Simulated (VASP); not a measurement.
Band structure of SnS2 (space group P-3m1). Method: PBE GGA, VASP's PBE PAW potentials (set 64) (plane waves; VASP).

The path is coarsely sampled, so an indirect gap can come out somewhat too large. Unless said otherwise, spin-orbit coupling is left out, though it shifts the bands of the heavy elements here.

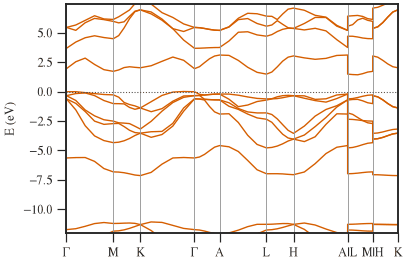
Fig. 1. Bands along high-symmetry lines, zero at the valence-band maximum or, without a gap, the Fermi level

**Question.** Read the plot: is there a gap, and where are the band edges?

**Answer.** The gap is indirect, 1.42 eV, from the valence maximum at K-Γ at 0.80 to the conduction minimum at L-M at 0.40.

The structure is a typed SnS2 crystal (P-3m1). The cell was not relaxed at this level.
